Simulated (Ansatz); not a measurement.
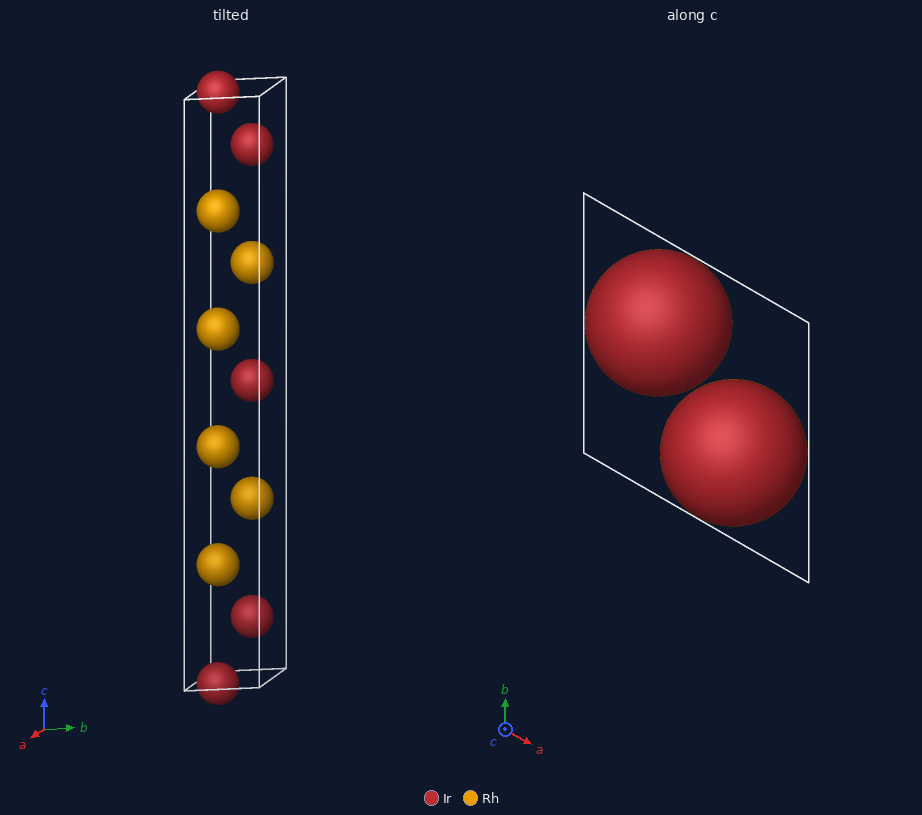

A spheres-only rendering, viewed slightly off an axis and along the c axis. The outline marks the conventional unit cell.

Ir₂Rh₃, space group P-6m2 (No. 187), a = 2.735 Å, b = 2.735 Å, c = 22.052 Å, α = 90.00°, β = 90.00°, γ = 120.00°. The model was built from a structure type filled with these elements by a generator (whether the compound takes this form wasn't checked). Earlier steps of the study may have refined or changed the cell and positions. Ansatz was used for an electronic-structure calculation on it.

This one geometry was computed with Ansatz (DFT, plane waves, PAW) at three levels of theory: PBE, PBEsol and r2SCAN.

Which level gives the highest pressure at this volume, and what does that say about its equilibrium volume?

Highest: PBE (0.0 GPa), which points to the largest equilibrium volume. Lowest, with the smallest volume: PBEsol (-10.7 GPa). Levels within 0.5 GPa of each other can't be told apart.

How does the band gap change with the level of theory?

All levels give a metal.

Collect the results in a table.

| level | cutoff (eV) | k-mesh of the run's cell | gap (eV) | pressure (GPa) |
| --- | --- | --- | --- | --- |
| PBE | 420 | 18×18×2 | metal | 0.0 |
| PBEsol | 420 | 18×18×2 | metal | -10.7 |
| r2SCAN | 500 | 18×18×2 | metal | -6.7 |

Gaps are taken on the k-mesh or band path of each run.
